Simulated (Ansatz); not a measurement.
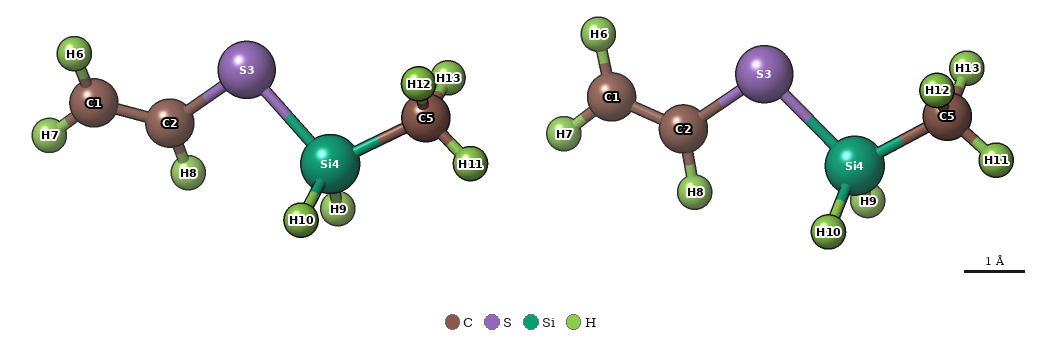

Two geometries of C3H8SSi, drawn at one scale. One is the start of a relaxation, the other its converged end. Style: ball-and-stick. Shown at a tilt.

Method: RKS PBE0-D4/def2-TZVP in Ansatz. Settings: force threshold 0.005 eV/Å; at most 150 steps.

Question: Which of the two is the end point?

Answer: The left one is the relaxed one. The start comes from PBE-D4/def2-SVP. H8 moves most after the best rigid fit: 0.74 Å. Largest moves by element: H 0.74 Å, C 0.26 Å, S 0.13 Å, Si 0.13 Å. Among the contacts that change: S3–Si4 2.170 → 2.141 Å, C1–C2 1.346 → 1.326 Å, Si4–C5 1.882 → 1.863 Å, Si4–H10 1.507 → 1.488 Å. Groups turn about C2–S3 by about 30°. After 21 accepted moves (22 points after the start) the energy has fallen by 0.072 eV. The largest force component goes from 0.48 to 0.0041 eV/Å. The line search rejected the trial step at point 7 of the run. The forces were under the threshold at step 4, but the run went on from there. The run took of the order of 4 core-minutes on a shared host.
